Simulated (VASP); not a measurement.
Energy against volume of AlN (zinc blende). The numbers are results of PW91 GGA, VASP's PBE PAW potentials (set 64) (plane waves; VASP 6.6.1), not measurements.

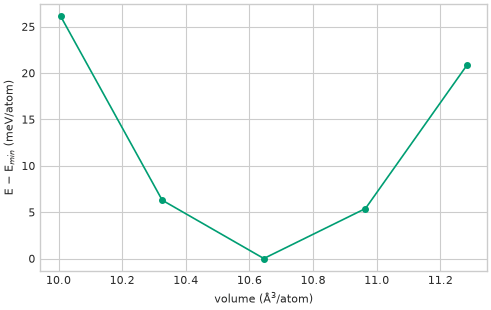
Figure. Energy against volume

Problem. Estimate the equilibrium volume and the bulk modulus.

Solution. The minimum lies near 10.6 Å³/atom, and the curvature gives B0 of about 190 GPa.

The compound is AlN in the zinc blende structure, a metastable form; wurtzite is the usual one. It was relaxed first.
